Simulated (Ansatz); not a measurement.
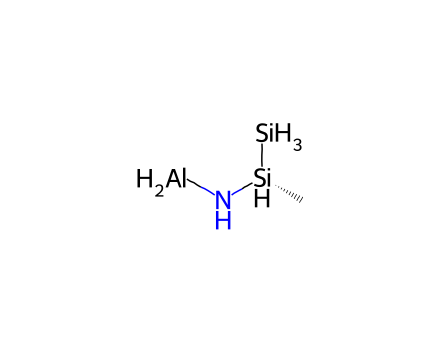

Figure made from data computed with Ansatz.

2D structure.

**Give its SMILES.**

C[Si@@H]([SiH3])[NH][AlH2]

**Give the formula, hydrogens included.**

CH10AlNSi2.

**An optimisation with PBE-D4/def2-SVP gave a structure of which point group?**

C1.
